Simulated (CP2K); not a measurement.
# C3H4ClSi− (SMILES CC#C[SiH-]Cl): AM1

Aim: the vertical singlet–triplet gap of C3H4ClSi− at AM1, from 2 runs. 

The calculation is run with CP2K 2026.2.

4 further runs of the same task are left out: 3 that didn't finish, 1 set aside as unsound or not needed.

### Step 1. The molecule

C3H4ClSi− has 9 atoms, charge -1, and is taken as a singlet. SMILES: `CC#C[SiH-]Cl`. The coordinates come from a GFN2-xTB relaxation.

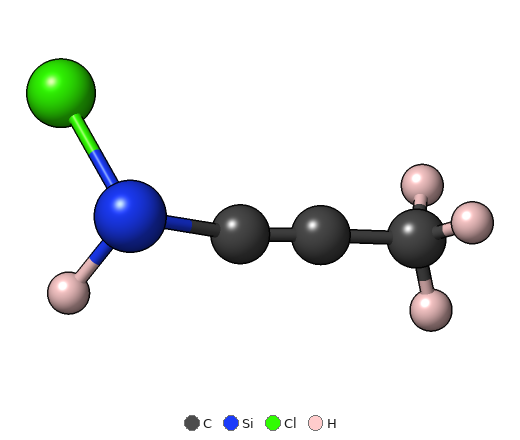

Viewed from a chosen angle; carbon dark grey, silicon blue, chlorine green, hydrogen pink.

### Step 2. Energy and forces at AM1

The input, job.inp:

```
&global
   project_name job
   run_type ENERGY_FORCE
   print_level MEDIUM
&end

&force_eval
   method QS
   &dft
      charge -1
      &qs
         method AM1
         eps_default 1.0E-10
         &se
            &coulomb
               cutoff [angstrom] 50
               rc_range [angstrom] 0
            &end
            &exchange
               cutoff [angstrom] 50
               rc_range [angstrom] 0
            &end
         &end
      &end
      &poisson
         periodic NONE
         poisson_solver ANALYTIC
      &end
      &scf
         scf_guess ATOMIC
         eps_scf 1.0E-06
         max_scf 30
         &ot
            minimizer DIIS
            preconditioner FULL_ALL
         &end
         &outer_scf
            eps_scf 1.0E-06
            max_scf 5
         &end
      &end
      &print
         &moments
            periodic F
            reference COM
            max_moment 1
         &end
         &mo_cubes
            nlumo 5
            nhomo -1
            write_cube F
         &end
         &hirshfeld OFF
         &end
      &end
   &end
   &subsys
      &cell
         abc 12 16 14.5
         periodic NONE
      &end
      &coord
         UNIT bohr
         C      0.3500151    -3.0876046    -1.9478163
         C      0.2981232    -0.8855446    -0.2884289
         C      0.1653888     0.9162526     1.1086078
         Si     0.7666808     3.8029604     3.0326136
         Cl    -1.2566490     6.6915580     0.4482052
         H      2.3001935    -3.6624215    -2.3396699
         H     -0.5729650    -2.6550652    -3.7465143
         H     -0.6353070    -4.6873523    -1.0790336
         H     -1.4154805     3.5672360     4.8120175
      &end
      &topology
         &center_coordinates
         &end
      &end
   &end
   &print
      &forces ON
      &end
   &end
&end
```

On the command line:

```bash
$ OMP_NUM_THREADS=1 cp2k.psmp -i job.inp > job.out 2>&1
```

Standard output (excerpt; [...] marks lines left out):

```text
CP2K| version string:                                       CP2K version 2026.2
[...]
 GLOBAL| Method name                                                        CP2K
[...]
 GLOBAL| Run type                                                   ENERGY_FORCE
[...]
                             - Atoms:                                          9
[...]
                             - Spherical basis functions:                     24
[...]
 Number of electrons:                                                         28
[...]
     1 OT DIIS     0.15E+00    0.0     0.35755631       -28.0809555278 -2.81E+01
[...]
     9 OT DIIS     0.15E+00    0.0     0.00000032       -32.9852519546 -1.40E-10
  *** SCF run converged in     9 steps ***
  Core-core repulsion energy [eV]:                           1490.53264844853675
  Core Hamiltonian energy [eV]:                             -1450.14678492982603
  Two-electron integral energy [eV]:                        -1875.92043212027170
  Electronic energy [eV]:                                   -2388.10700098996222
  Total energy [eV]:                                         -897.57435254142536
  Atomic reference energy [eV]:                               896.45952224771202
  Heat of formation [kcal/mol]:                               -25.70859934951414
[...]
 SE_DIPOLE| Moment [Debye]          0.82036312       3.59487015       2.59181333
 SE_DIPOLE| Derivative [a.u.]       0.00000000       0.00000000       0.00000000
 *** WARNING in qs_scf_post_se.F:140 :: Printing of MO cube files not ***
 *** implemented for Semi-Empirical method.                           ***
 ENERGY| Total FORCE_EVAL ( QS ) energy [hartree]            -32.985251954591284
 FORCES| Atomic forces [hartree/bohr]
 FORCES|   Atom     x               y               z               |f|
 FORCES|      1 -1.17946012E-03  3.51349405E-02  2.69423666E-02   4.42916052E-02
 FORCES|      2 -4.63218021E-03 -2.01343322E-02 -1.17599687E-02   2.37727847E-02
 FORCES|      3  2.16061304E-02  2.40990098E-02  1.18630065E-02   3.44719896E-02
 FORCES|      4 -3.44558553E-02 -2.28011666E-02 -2.73914117E-02   4.95720546E-02
 FORCES|      5  9.86022036E-03 -6.68007894E-03  7.86028191E-03   1.42699486E-02
 FORCES|      6  1.66718758E-02 -3.58946944E-03 -2.29532550E-03   1.72076801E-02
 FORCES|      7 -8.39491071E-03  4.92541841E-03 -1.56052231E-02   1.83917716E-02
 FORCES|      8 -8.51060386E-03 -1.25401941E-02  8.52390264E-03   1.73880350E-02
 FORCES|      9  9.03478355E-03  1.58587266E-03  1.86237137E-03   9.36006052E-03
 FORCES| Sum    -3.46944695E-16  4.23272528E-16  4.85722573E-16
 FORCES| Total atomic force                                       7.31749050E-16
[...]
```

Run time: 0.85 s. Hardware: 1 thread of Arm Neoverse N1, shared host; peak memory 0.14 GiB.

### Step 3. The triplet at the same level

The input, mol.inp:

```
&GLOBAL
    PROJECT mol
    RUN_TYPE ENERGY_FORCE
    PRINT_LEVEL MEDIUM
&END GLOBAL
&FORCE_EVAL
    METHOD Quickstep
    &DFT
        CHARGE -1
        MULTIPLICITY 3
        UNRESTRICTED_KOHN_SHAM T
        &QS
            METHOD AM1
            EPS_DEFAULT 1.0E-10
            &SE
                &COULOMB
                    CUTOFF [angstrom] 50
                    RC_RANGE [angstrom] 0
                &END COULOMB
                &EXCHANGE
                    CUTOFF [angstrom] 50
                    RC_RANGE [angstrom] 0
                &END EXCHANGE
            &END SE
        &END QS
        &POISSON
            PERIODIC NONE
            POISSON_SOLVER ANALYTIC
        &END POISSON
        &SCF
            SCF_GUESS ATOMIC
            EPS_SCF 1.0E-06
            MAX_SCF 150
            ADDED_MOS 4
            &DIAGONALIZATION
                ALGORITHM STANDARD
            &END DIAGONALIZATION
            &MIXING
                METHOD DIRECT_P_MIXING
                ALPHA 0.4
            &END MIXING
        &END SCF
        &PRINT
            &MOMENTS
                PERIODIC F
                REFERENCE COM
                MAX_MOMENT 1
            &END MOMENTS
            &MO ON
                ENERGIES T
                OCCUPATION_NUMBERS T
                NDIGITS 6
                &EACH
                    QS_SCF 0
                &END EACH
                ADD_LAST NUMERIC
            &END MO
            &HIRSHFELD OFF
            &END HIRSHFELD
        &END PRINT
    &END DFT
    &SUBSYS
        &CELL
            ABC [angstrom] 12 16 14.5
            PERIODIC NONE
        &END CELL
        &COORD
            UNIT bohr
            C      0.3500151    -3.0876046    -1.9478163
            C      0.2981232    -0.8855446    -0.2884289
            C      0.1653888     0.9162526     1.1086078
            Si     0.7666808     3.8029604     3.0326136
            Cl    -1.2566490     6.6915580     0.4482052
            H      2.3001935    -3.6624215    -2.3396699
            H     -0.5729650    -2.6550652    -3.7465143
            H     -0.6353070    -4.6873523    -1.0790336
            H     -1.4154805     3.5672360     4.8120175
        &END COORD
        &TOPOLOGY
            &CENTER_COORDINATES
            &END CENTER_COORDINATES
        &END TOPOLOGY
    &END SUBSYS
    &PRINT
        &FORCES ON
        &END FORCES
    &END PRINT
&END FORCE_EVAL
```

On the command line:

```bash
$ OMP_NUM_THREADS=1 cp2k.psmp mol.inp > mol.out
```

Standard output (excerpt; [...] marks lines left out):

```text
CP2K| version string:                                       CP2K version 2026.2
[...]
 GLOBAL| Method name                                                        CP2K
[...]
 GLOBAL| Run type                                                   ENERGY_FORCE
[...]
                             - Atoms:                                          9
[...]
                             - Spherical basis functions:                     24
[...]
 Number of electrons:                                                         15
[...]
     1 P_Mix/Diag. 0.40E+00    0.0     0.46538736       -27.1245882336 -2.71E+01
[...]
    29 DIIS/Diag.  0.11E-06    0.0     0.00000046       -32.9564095967 -1.76E-12
  *** SCF run converged in    29 steps ***
  Core-core repulsion energy [eV]:                           1490.53264844853675
  Core Hamiltonian energy [eV]:                             -1452.13937688592068
  Two-electron integral energy [eV]:                        -1870.36556726384083
  Electronic energy [eV]:                                   -2387.32216051784098
  Total energy [eV]:                                         -896.78951206930446
  Atomic reference energy [eV]:                               896.45952224771202
  Heat of formation [kcal/mol]:                                -7.60974666779298
[...]
 ENERGY| Total FORCE_EVAL ( QS ) energy [hartree]            -32.956409596685553
 FORCES| Atomic forces [hartree/bohr]
 FORCES|   Atom     x               y               z               |f|
 FORCES|      1 -1.85385365E-03  3.52085744E-02  2.72989407E-02   4.45904995E-02
 FORCES|      2 -3.95609781E-03 -2.28366199E-02 -1.33283469E-02   2.67358701E-02
 FORCES|      3  2.76100061E-02  3.10693125E-02  1.46471961E-02   4.40698874E-02
 FORCES|      4 -3.90907462E-02 -4.00208970E-02 -2.49825650E-02   6.12689741E-02
 FORCES|      5  5.43696626E-03  2.65774211E-03  1.16532116E-03   6.16296752E-03
 FORCES|      6  1.66275841E-02 -3.30337940E-03 -2.10840915E-03   1.70831572E-02
 FORCES|      7 -8.41533084E-03  4.81957681E-03 -1.57328095E-02   1.84815424E-02
 FORCES|      8 -8.53373238E-03 -1.26842311E-02  8.43315584E-03   1.74594509E-02
 FORCES|      9  1.21752043E-02  5.08992163E-03  4.60751686E-03   1.39775575E-02
 FORCES| Sum     9.02056208E-17  5.96744876E-16  1.31838984E-16
 FORCES| Total atomic force                                       6.17756439E-16
[...]
```

Run time: 0.52 s. Hardware: 1 thread of Arm Neoverse N1, shared host; peak memory 0.14 GiB.

### Step 4. Outcome

Level: AM1.

```
                                          quantity           value
                             singlet: total energy    -32.98525 Eh
singlet: heat of formation at this unrelaxed shape  -25.7 kcal/mol
                 singlet: largest force on an atom      2.549 eV/Å
                             triplet: total energy    -32.95641 Eh
       triplet: HOMO energy (highest over α and β)        -1.50 eV
        triplet: LUMO energy (lowest over α and β)         4.28 eV
triplet: heat of formation at this unrelaxed shape   -7.6 kcal/mol
                 triplet: largest force on an atom      3.151 eV/Å
  vertical energy of the triplet above the singlet        0.785 eV
```

What this shows: At this shape the triplet lies 0.78 eV (18.1 kcal/mol) above the singlet. The largest force (singlet) is 2.55 eV/Å: the shape isn't a stationary point for this species at this level.
